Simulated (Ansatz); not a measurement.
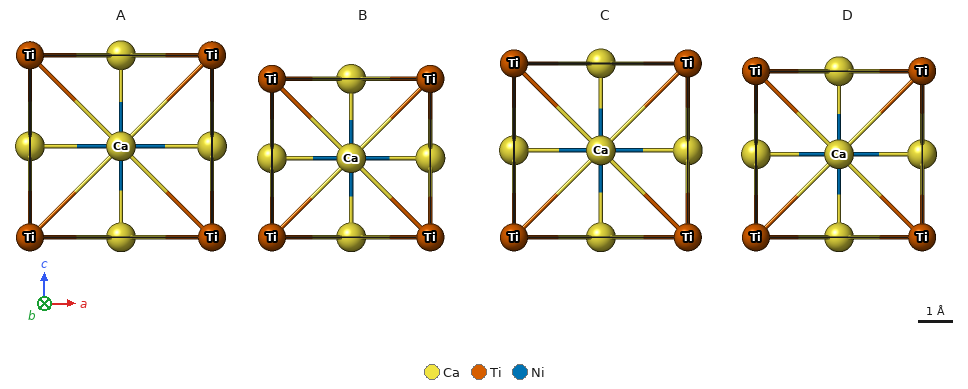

4 geometries from one relaxation of solid Ca$_{3}$TiNi (built on the cubic perovskite type) (coarse preliminary run), in shuffled order. The picture is a ball-and-stick view of the cell of the calculation, seen along the b axis.

Case: cubic perovskite type (Pm-3m, No. 221).

Computed with DFT PBE, scalar-relativistic, plane waves, PAW (Ansatz 0.2.0). Set-up: plane-wave cutoff 420 eV; k-point mesh 4 × 4 × 4; occupations gaussian; smearing width 0.1 eV; collinear spin; cell and atoms relaxed; force threshold 0.04 eV/Å; at most 70 steps.

Question: Put them in the order of the run, from the start to the converged end.

Answer: B, D, C, A. They are steps 0, 1, 2, 7, at +601 meV per atom, +244 meV per atom, +63.1 meV per atom relative to the last. The energy falls by 601 meV per atom in 5 accepted moves (7 points after the start). All forces vanish by symmetry, so only the cell relaxes. The pressure goes from 24.34 to −0.02 GPa. The SCF was repeated twice at an unchanged geometry on a basis and grid sized afresh for the cell, which shifted the energy by 18.8 meV per atom at most. No atom moves by more than 0.005 Å relative to the cell. The volume changes by +51.8 %, with a = b = c 4.691 → 5.391 Å (+14.9 %). Near-neighbour distances that change, for instance: Ca–Ca 3.317 → 3.812 Å, Ca–Ti 3.317 → 3.812 Å, Ca–Ni 2.346 → 2.695 Å. The space group stays Pm-3m (No. 221). The run took 99 s on 1 thread of Arm Neoverse N1, with other jobs on the host, peak memory 0.49 GiB.
